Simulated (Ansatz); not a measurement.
## Response to strain in YN

The reference is YN in the rock salt structure (space group Fm-3m, No. 225; a = 4.906 Å).

Strains are applied to the cell and any free atomic positions relax.

Calculations: PBE in Ansatz (plane waves to 420 eV, PAW, spin-orbit coupling left out).

Notes on the quantities. energy relative to the base: free energy F.

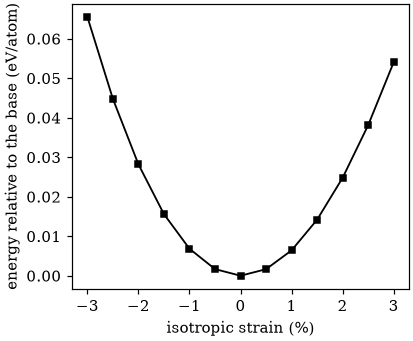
*Energy relative to the base against isotropic strain*

Task: From the plot, what is the energy relative to the base for isotropic strain +0.50 %?

Result: About 0.002 eV/atom.

Task: Is the trend monotonic over the range shown?

Result: No, it turns within the range, spanning 0 meV/atom to +66 meV/atom.

No phonon test of stability was made. All final runs are without spin polarisation.

Ansatz is a program for electronic structure.
